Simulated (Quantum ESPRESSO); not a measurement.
# AlSi3 (Pm-3m): from the cell to the phonon bands, part 3 of 3

How does AlSi3 (Pm-3m) vibrate, and is this structure a minimum?

Quantum ESPRESSO 7.5; DFT LDA, scalar-relativistic, plane waves, PseudoDojo norm-conserving pseudopotentials.

So far, lowest frequency on the path (cm⁻¹): step 7 (dispersion) -86.3. Also highest frequency (cm⁻¹): step 7 323. The relaxed cell has a = 3.849 Å (conventional setting).

The structure was built from a prototype and need not be the compound's stable phase.

### 8. Sums over the zone

Sums over the zone need many more wavevectors than were solved, so the interpolation is sampled on a dense mesh.

matdyn.in reads:

```
&input
   asr = 'simple'
   flfrc = 'x.fc'
   dos = .true.
   fldos = 'x.dos'
   nk1 = 12
   nk2 = 12
   nk3 = 12
   deltaE = 1.0
/
```

On the command line:

```bash
> matdyn.x -in matdyn.in > matdyn.out
```

The program printed:

```text
[banner, memory and clock lines left out]
Program MATDYN v.7.5

 mass for atomic type   1 not given; uses mass from file x.fc
 mass for atomic type   2 not given; uses mass from file x.fc
     Message from routine matdyn:
     Z* not found in file x.fc, TO-LO splitting at q=0 will be absent!

Note: The following floating-point exceptions are signalling: IEEE_UNDERFLOW_FLAG
```

Run time: 7.3 s. Hardware: 1 thread of Arm Neoverse V1, shared host.

Read from the output:

| Quantity | Value |
| --- | --- |
| share of modes beyond 3i cm⁻¹ on the dense interpolated mesh | 0.0299 |

The phonon density of states has structure finer than the step of the table below, so its rows give means over 25 cm⁻¹, whole bins alone (the curve runs from -86.3 to 324 cm⁻¹). Peaks (cm⁻¹: height): total 51.7: 0.0561, 89.7: 0.0724, 139.7: 0.0661, 151.7: 0.0758, 177.7: 0.0649, 211.7: 0.0491, 285.7: 0.0715; Al 89.7: 0.0207, 133.7: 0.00846, 247.7: 0.0222, 285.7: 0.0376; Si 51.7: 0.0471, 89.7: 0.0517, 139.7: 0.0593, 151.7: 0.0701, 177.7: 0.0599, 211.7: 0.0461, 287.7: 0.0341.

Tetrahedra. Table of phonon density of states by wavenumber; means over each step; values in 1/cm⁻¹/cell:

| wavenumber (cm⁻¹) | total | Al | Si |
| --- | --- | --- | --- |
| -50 | 0.00530 | 0.00129 | 0.00401 |
| -25 | 0.00491 | 9.0e-4 | 0.00401 |
| 0 | 0.00584 | 0.00113 | 0.00470 |
| 25 | 0.0113 | 0.00214 | 0.00913 |
| 50 | 0.0381 | 0.00637 | 0.0318 |
| 75 | 0.0502 | 0.0114 | 0.0388 |
| 100 | 0.0465 | 0.0119 | 0.0346 |
| 125 | 0.0439 | 0.00646 | 0.0374 |
| 150 | 0.0599 | 0.00487 | 0.0550 |
| 175 | 0.0497 | 0.00347 | 0.0463 |
| 200 | 0.0258 | 0.00241 | 0.0234 |
| 225 | 0.0163 | 0.00284 | 0.0135 |
| 250 | 0.0308 | 0.0166 | 0.0142 |
| 275 | 0.0572 | 0.0308 | 0.0264 |
| 300 | 0.0300 | 0.0153 | 0.0147 |

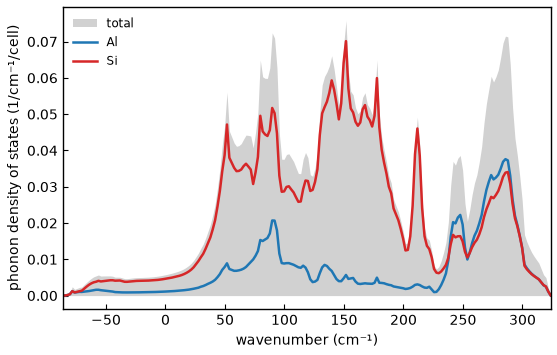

Phonon density of states, plotted against wavenumber.

### 9. Modes with the sum rule

A rigid shift of the crystal must cost nothing, but grids and finite bases break this; the acoustic sum rule is imposed before the matrix is diagonalised again.

dynmat.in reads:

```
&input
   fildyn = 'x.dyn1'
   asr = 'simple'
   fileig = 'dynmat.eig'
/
```

On the command line:

```bash
> dynmat.x -in dynmat.in > dynmat.out
```

The program printed:

```text
[banner, memory and clock lines left out]
Program DYNMAT v.7.5

     Reading Dynamical Matrix from file x.dyn1
     ...Force constants read
     ...epsilon and Z* not read (not found on file)
     A direction for q was not specified:TO-LO splitting will be absent

     Polarizability (A^3 units)
     multiply by 1.000000 for Clausius-Mossotti correction
         0.000000    0.000000    0.000000
         0.000000    0.000000    0.000000
         0.000000    0.000000    0.000000

     IR activities are in (D/A)^2/amu units

# mode   [cm-1]    [THz]      IR
    1    -48.85   -1.4646    0.0000
    2    -48.85   -1.4646    0.0000
    3    -48.85   -1.4646    0.0000
    4     -0.00   -0.0000    0.0000
    5      0.00    0.0000    0.0000
    6      0.00    0.0000    0.0000
    7     81.58    2.4457    0.0000
    8     81.58    2.4457    0.0000
    9     81.58    2.4457    0.0000
   10    301.30    9.0326    0.0000
   11    301.30    9.0326    0.0000
   12    301.30    9.0326    0.0000

[end of the log left out, with the tail of the file of modes that dynmat.x writes under the same name]
```

It took 0.45 s on 1 thread.

This step gave:

```
lowest optical zone-centre mode : -48.85 cm⁻¹
```

Unit eigenvectors of the mass-weighted matrix after the sum rule; no LO-TO term. The modes at Γ (shares of kinetic energy by element, %) (negative means imaginary):

| mode | frequency (cm⁻¹) | Al % | Si % |
| --- | --- | --- | --- |
| 1 | -48.8 | 28 | 72 |
| 2 | -48.8 | 28 | 72 |
| 3 | -48.8 | 28 | 72 |
| 4 | 0.0 | 24 | 76 |
| 5 | 0.0 | 24 | 76 |
| 6 | 0.0 | 24 | 76 |
| 7 | 81.6 | 0 | 100 |
| 8 | 81.6 | 0 | 100 |
| 9 | 81.6 | 0 | 100 |
| 10 | 301.3 | 47 | 53 |
| 11 | 301.3 | 47 | 53 |
| 12 | 301.3 | 47 | 53 |

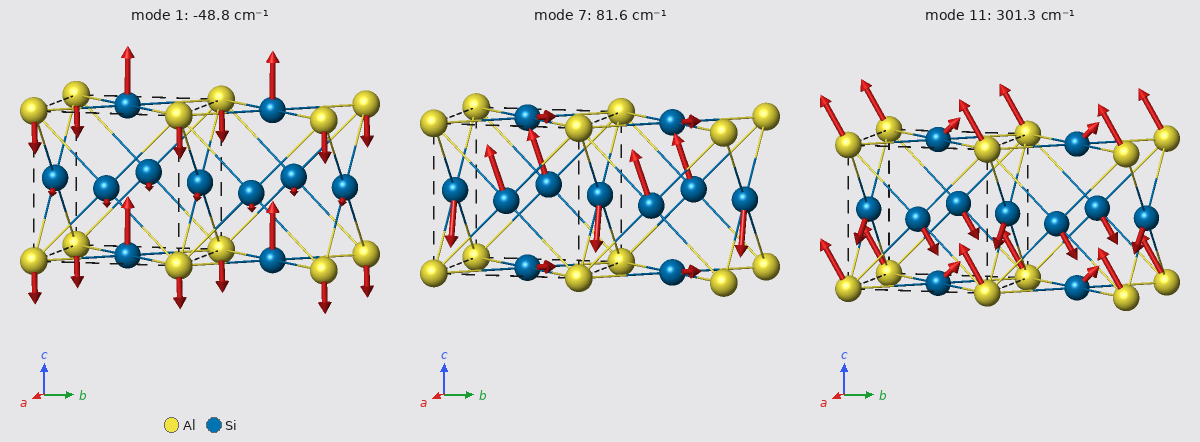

Displacement patterns of modes 1, 7 and 11 at Γ; arrows are exaggerated. 1×2×1 cells are drawn. Some periodic images of atoms are drawn too.

The rule moves no optical mode by more than 0.1 cm⁻¹.

### 10. Sum rules set otherwise (asr crystal)

The rule can be imposed in more than one way; the choices should agree where the raw error is small.

dynmat.in reads:

```
&input
   fildyn = 'x.dyn1'
   asr = 'crystal'
   fileig = 'dynmat.eig'
/
```

On the command line:

```bash
> dynmat.x -in dynmat.in > dynmat.out
```

The program printed:

```text
[banner, memory and clock lines left out]
Program DYNMAT v.7.5

     Reading Dynamical Matrix from file x.dyn1
     ...Force constants read
     ...epsilon and Z* not read (not found on file)
     Acoustic Sum Rule: || Z*(ASR) - Z*(orig)|| =    0.000000E+00
     Acoustic Sum Rule: ||dyn(ASR) - dyn(orig)||=    2.165890E-06
     A direction for q was not specified:TO-LO splitting will be absent

     Polarizability (A^3 units)
     multiply by 1.000000 for Clausius-Mossotti correction
         0.000000    0.000000    0.000000
         0.000000    0.000000    0.000000
         0.000000    0.000000    0.000000

     IR activities are in (D/A)^2/amu units

# mode   [cm-1]    [THz]      IR
    1    -48.86   -1.4647    0.0000
    2    -48.86   -1.4647    0.0000
    3    -48.86   -1.4647    0.0000
    4     -0.00   -0.0000    0.0000
    5     -0.00   -0.0000    0.0000
    6      0.00    0.0000    0.0000
    7     81.58    2.4456    0.0000
    8     81.58    2.4456    0.0000
    9     81.58    2.4456    0.0000
   10    301.29    9.0326    0.0000
   11    301.29    9.0326    0.0000
   12    301.29    9.0326    0.0000

   )
[end of the log left out, with the tail of the file of modes that dynmat.x writes under the same name]
```

Run time: 0.45 s. Hardware: 1 thread.

Numbers from this step:

- lowest optical zone-centre mode: -48.86 cm⁻¹

Zone-centre frequencies as printed; negative means imaginary. Modes:

| mode | frequency (cm⁻¹) |
| --- | --- |
| 1 | -48.86 |
| 2 | -48.86 |
| 3 | -48.86 |
| 4 | 0 |
| 5 | 0 |
| 6 | 0 |
| 7 | 81.58 |
| 8 | 81.58 |
| 9 | 81.58 |
| 10 | 301.3 |
| 11 | 301.3 |
| 12 | 301.3 |

Against the first rule no mode moves by more than 0.1 cm⁻¹.

### 11. Sum rules set otherwise: a sum rule for molecules or wires on a crystal

This rule also removes rotations, which suits wires and not a crystal; it is tried to see the harm.

dynmat.in reads:

```
&input
   fildyn = 'x.dyn1'
   asr = 'one-dim'
   fileig = 'dynmat.eig'
/
```

On the command line:

```bash
> dynmat.x -in dynmat.in > dynmat.out
```

The program printed:

```text
[banner, memory and clock lines left out]
Program DYNMAT v.7.5

     Reading Dynamical Matrix from file x.dyn1
     ...Force constants read
     ...epsilon and Z* not read (not found on file)
asr rotation axis in 1D system=    3
     Acoustic Sum Rule: || Z*(ASR) - Z*(orig)|| =    0.000000E+00
     Acoustic Sum Rule: ||dyn(ASR) - dyn(orig)||=    5.454531E-02
     A direction for q was not specified:TO-LO splitting will be absent

     Polarizability (A^3 units)
     multiply by 1.000000 for Clausius-Mossotti correction
         0.000000    0.000000    0.000000
         0.000000    0.000000    0.000000
         0.000000    0.000000    0.000000

     IR activities are in (D/A)^2/amu units

# mode   [cm-1]    [THz]      IR
    1    -48.86   -1.4647    0.0000
    2    -48.86   -1.4647    0.0000
    3     -0.00   -0.0000    0.0000
    4     -0.00   -0.0000    0.0000
    5      0.00    0.0000    0.0000
    6      0.00    0.0000    0.0000
    7     44.26    1.3268    0.0000
    8     81.58    2.4456    0.0000
    9     81.58    2.4456    0.0000
   10    294.67    8.8339    0.0000
   11    301.29    9.0326    0.0000
   12    301.29    9.0326    0.0000

[end of the log left out, with the tail of the file of modes that dynmat.x writes under the same name]
```

Run time: 0.45 s. Hardware: 1 thread.

The run ended normally, but on settings that are not sound.

The fault: a sum rule for molecules or wires on a crystal; 1 optical mode is projected out to zero frequency, as if it were a rotation.

For a crystal the rule has to be 'simple' or 'crystal'.

Zone-centre frequencies as printed; negative means imaginary. Modes:

| mode | frequency (cm⁻¹) |
| --- | --- |
| 1 | -48.86 |
| 2 | -48.86 |
| 3 | 0 |
| 4 | 0 |
| 5 | 0 |
| 6 | 0 |
| 7 | 44.26 |
| 8 | 81.58 |
| 9 | 81.58 |
| 10 | 294.7 |
| 11 | 301.3 |
| 12 | 301.3 |

### 12. The dispersion under another sum rule (asr no)

The sum rule corrects the force constants themselves, so it can shift branches at any wavevector, low ones most.

matdyn.in reads:

```
&input
   asr = 'no'
   flfrc = 'x.fc'
   flfrq = 'x.freq'
   flvec = 'x.modes'
   q_in_band_form = .true.
   q_in_cryst_coord = .true.
/
8
  0.0000000   0.0000000   0.0000000   8  ! GAMMA
  0.0000000   0.5000000   0.0000000   8  ! X
  0.5000000   0.5000000   0.0000000   8  ! M
  0.0000000   0.0000000   0.0000000   8  ! GAMMA
  0.5000000   0.5000000   0.5000000   8  ! R
  0.0000000   0.5000000   0.0000000   1  ! X
  0.5000000   0.5000000   0.5000000   8  ! R
  0.5000000   0.5000000   0.0000000   1  ! M
```

On the command line:

```bash
> matdyn.x -in matdyn.in > matdyn.out
```

The program printed:

```text
[banner, memory and clock lines left out]
Program MATDYN v.7.5

 mass for atomic type   1 not given; uses mass from file x.fc
 mass for atomic type   2 not given; uses mass from file x.fc
     Message from routine matdyn:
     Z* not found in file x.fc, TO-LO splitting at q=0 will be absent!
     Message from routine matdyn:
     Z* not found in file x.fc, TO-LO splitting at q=0 will be absent!

Note: The following floating-point exceptions are signalling: IEEE_UNDERFLOW_FLAG
```

Elapsed: 0.46 s, on 1 thread.

This step gave:

```yaml
lowest_frequency_on_the_path: -86.33 cm⁻¹
```

At the labelled points the branches move by no more than 0.8 cm⁻¹.

### 13. A changed mass

Force constants don't depend on the masses, so an isotope effect costs no new response.

matdyn.in reads:

```
&input
   asr = 'simple'
   flfrc = 'x.fc'
   flfrq = 'x.freq'
   flvec = 'x.modes'
   q_in_band_form = .true.
   q_in_cryst_coord = .true.
   amass(1) = 53.963
   amass(2) = 28.085
/
8
  0.0000000   0.0000000   0.0000000   8  ! GAMMA
  0.0000000   0.5000000   0.0000000   8  ! X
  0.5000000   0.5000000   0.0000000   8  ! M
  0.0000000   0.0000000   0.0000000   8  ! GAMMA
  0.5000000   0.5000000   0.5000000   8  ! R
  0.0000000   0.5000000   0.0000000   1  ! X
  0.5000000   0.5000000   0.5000000   8  ! R
  0.5000000   0.5000000   0.0000000   1  ! M
```

On the command line:

```bash
> matdyn.x -in matdyn.in > matdyn.out
```

The program printed:

```text
[banner, memory and clock lines left out]
Program MATDYN v.7.5

     Message from routine matdyn:
     Z* not found in file x.fc, TO-LO splitting at q=0 will be absent!
     Message from routine matdyn:
     Z* not found in file x.fc, TO-LO splitting at q=0 will be absent!

Note: The following floating-point exceptions are signalling: IEEE_UNDERFLOW_FLAG
```

Elapsed: 0.46 s, on 1 thread.

This step gave:

| Property | Result |
| --- | --- |
| lowest frequency on the path | -71.26 cm⁻¹ |

Matdyn.x, sum rule simple. Phonon branches along the path, in cm⁻¹:

| point | branch 1 | branch 2 | branch 3 | branch 4 | branch 9 | branch 10 | branch 11 | branch 12 |
| --- | --- | --- | --- | --- | --- | --- | --- | --- |
| Γ | -44 | -44 | -44 | 0 | 82 | 263 | 263 | 263 |
| X | 73 | 73 | 78 | 78 | 203 | 215 | 221 | 221 |
| M | 22 | 77 | 77 | 147 | 188 | 207 | 223 | 223 |
| Γ | -44 | -44 | -44 | 0 | 82 | 263 | 263 | 263 |
| R | -71 | -71 | -70 | -70 | 272 | 280 | 280 | 280 |
| X | 73 | 73 | 78 | 78 | 203 | 215 | 221 | 221 |
| jump to R | -71 | -71 | -70 | -70 | 272 | 280 | 280 | 280 |
| M | 22 | 77 | 77 | 147 | 188 | 207 | 223 | 223 |

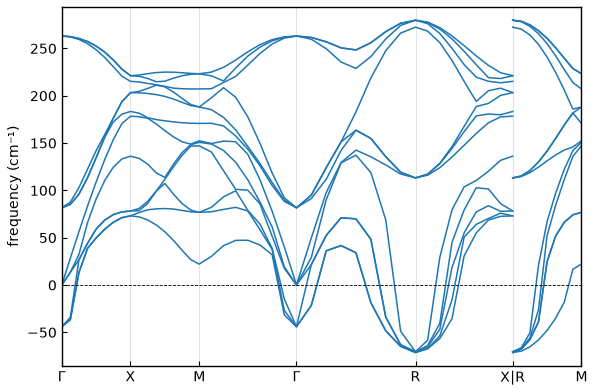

Phonon branches along the path.

The top of the path falls from 323 to 280 cm⁻¹, a ratio of 0.87; a mode of that atom alone would give 0.71.

### 14. Summary of results

```yaml
space_group_after_relaxation: Pm-3m
volume_per_atom: 14.3 Å³
highest_optical_zone_centre_mode_no_lo_to_term: 301.3 cm⁻¹
lowest_optical_zone_centre_mode: -48.9 cm⁻¹
q_mesh: 2×2×2
lowest_mode_on_the_q_mesh_acoustic_ones_at_the_zone_centre_apart: -86.3 cm⁻¹
imaginary_modes_on_the_q_mesh: yes
```

In words: AlSi3 (Pm-3m) is unstable: a mode solved on the 2×2×2 mesh is imaginary, 86i cm⁻¹; its spectrum reaches 323 cm⁻¹. At the LDA level the optical modes of AlSi3 (Pm-3m) at the zone centre run from 49i to 301 cm⁻¹, so the structure is a saddle point, with 3 modes beyond 10i cm⁻¹ there. The most unstable solved mode lies at q = (-0.5, -0.5, -0.5), on the zone boundary, so the distortion that it points to doubles the cell. Of the 9 optical modes, 6 are infrared active alone and 3 are silent. These are harmonic frequencies at zero temperature: anharmonic shifts and linewidths and thermal expansion are left out. In a metal the frequencies hang on the k mesh and the smearing, most of all near Kohn anomalies. The runs are without spin polarisation, although the cell has an odd electron count or an open d or f shell, so a magnetic state was not tested. The relaxation ran at 32 Ry, under the 44 Ry recommended for these files; the stress of so short a basis can leave the cell about one per cent too small. The q mesh stands for a supercell only 7.7 Å across, so branches between the solved wavevectors are rough. The structure is a hypothetical one, built on a prototype.

[Host names and launcher messages were left out of these logs when they were recorded.]

[Logs are printed without paths, hosts, clocks, repeated set-up lines and the standing remarks that a program may print on its own settings, such as how far it seeks lower states.]

[Hosts, paths, dates, database ids (printed as entryN), source tags and the programs' standing remarks are cut or masked in the printed files.]
